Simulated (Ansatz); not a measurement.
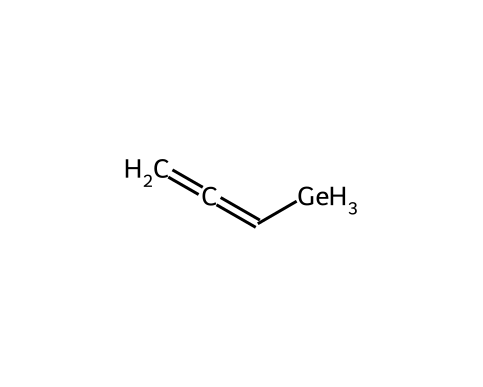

The picture comes from a calculation with Ansatz.

Transcribe the drawing into SMILES.

C=C=[CH][GeH3]

What is the molecular formula?

C3H6Ge.
